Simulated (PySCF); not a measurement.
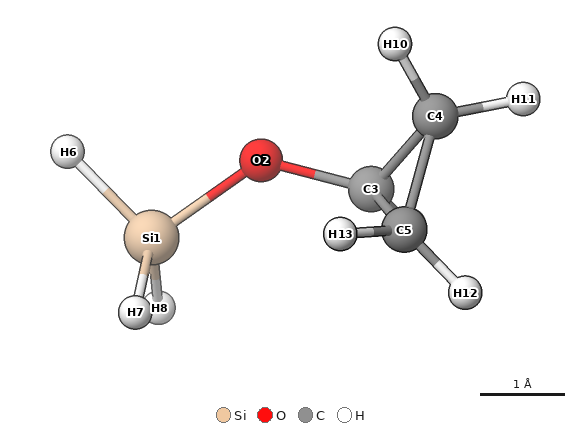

This is the input geometry for a relaxation of C3H8OSi. The picture is a ball-and-stick view, seen at a tilt.

The start comes from GFN2-xTB. Its atoms were then displaced at random by about 0.01 Å.

Theory: PBE0-D3(BJ)/def2-SVP geometry optimisation, gas phase in PySCF 2.14.0, density-fitted response routines.

```xyz
13

Si    1.9721    0.8978    0.4386
O     0.7308   -0.0907    0.7948
C    -0.1903   -0.7260   -0.0316
C    -1.5395   -0.8844    0.4660
C    -1.2780    0.0555   -0.6683
H     2.3612    1.2809    1.7798
H     1.5006    2.0694   -0.3523
H     3.0082    0.2444   -0.3424
H     0.2733   -1.5254   -0.5784
H    -1.8097   -0.4592    1.4406
H    -2.1004   -1.8110    0.2634
H    -1.5822   -0.1961   -1.6503
H    -1.3403    1.1280   -0.4488
```

**Predict the outcome.**

The energy falls by 20.5 kJ/mol in 9 geometry steps. The atom that moves furthest after the best rigid fit is H6 (0.28 Å). By element the largest moves are H 0.28 Å, O 0.19 Å, C 0.08 Å, Si 0.04 Å. Some distances before and after: Si1–O2 1.626 → 1.671 Å, Si1–H8 1.453 → 1.497 Å, C3–C4 1.447 → 1.489 Å, Si1–H6 1.448 → 1.487 Å. Among the angles between lasting bonds that change: Si1–O2–C3 130.8° → 121.6°, O2–Si1–H6 99.4° → 106.2°, H6–Si1–H8 115.2° → 110.2°. Cost: 34 s on 1 thread of Arm Neoverse V2, on a shared host.

The structure at the end:

```xyz
13

Si    1.9319    0.9061    0.4521
O     0.6412   -0.0327    0.9486
C    -0.1757   -0.6872    0.0363
C    -1.5919   -0.9212    0.4312
C    -1.2674    0.0740   -0.6538
H     2.6086    1.3707    1.6921
H     1.4701    2.0789   -0.3531
H     2.8776    0.0993   -0.3813
H     0.3300   -1.4788   -0.5336
H    -1.8857   -0.5181    1.4035
H    -2.0624   -1.8698    0.1607
H    -1.5084   -0.1712   -1.6917
H    -1.3622    1.1332   -0.4000
```

The end point in the same view:

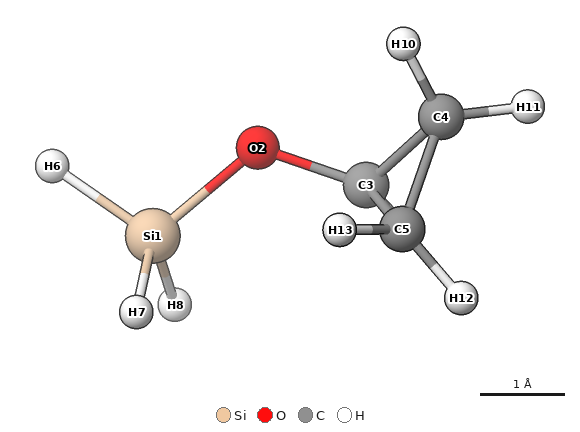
